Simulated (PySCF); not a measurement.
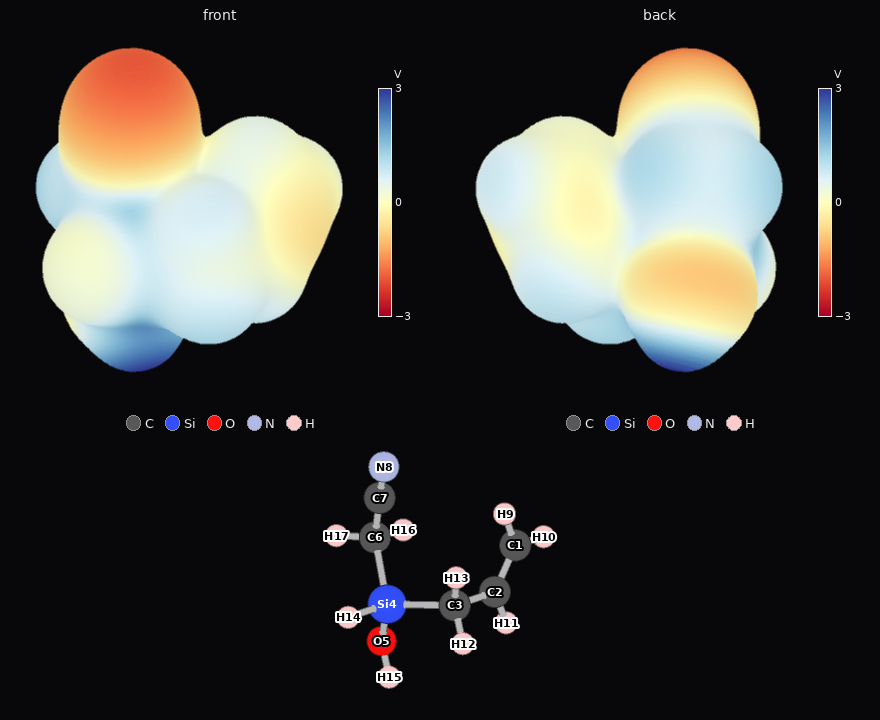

The picture shows: C₅H₉NOSi. The electrostatic potential painted on the density surface at 0.002 e/bohr³, seen from the front and from behind; red is negative and blue positive. The bare structure is drawn below in the same view.

Geometry: GFN2-xTB.

Method: B3LYP/def2-SVPD, SCF density, gas phase in PySCF 2.14.0.

| atom | x (Å) | y (Å) | z (Å) |
| --- | --- | --- | --- |
| C | 2.3009 | 0.2223 | 0.0092 |
| C | 1.5081 | -0.8276 | 0.1307 |
| C | 0.3050 | -0.8699 | 1.0128 |
| Si | -1.2856 | -0.5274 | 0.0104 |
| O | -1.4749 | -1.5291 | -1.2591 |
| C | -1.1176 | 1.1622 | -0.8696 |
| C | -0.8948 | 2.2096 | 0.0715 |
| N | -0.7111 | 3.0306 | 0.8480 |
| H | 2.1315 | 1.1237 | 0.5761 |
| H | 3.1501 | 0.2243 | -0.6527 |
| H | 1.6932 | -1.7194 | -0.4551 |
| H | 0.2396 | -1.8430 | 1.5011 |
| H | 0.3979 | -0.1158 | 1.7934 |
| H | -2.4579 | -0.5659 | 0.8880 |
| H | -1.4973 | -2.4774 | -1.1669 |
| H | -0.2746 | 1.1325 | -1.5620 |
| H | -2.0195 | 1.3825 | -1.4402 |

**Describe the electrostatic potential map.**

The most negative region (about −2.0 V, or −46 kcal/mol for a unit charge) lies over N8, the most positive (about +2.9 V, or +67 kcal/mol for a unit charge) over H15. N8 is the likeliest acceptor of a hydrogen bond.

**What dipole moment does the calculation give?**

Its dipole moment is 4.72 D.
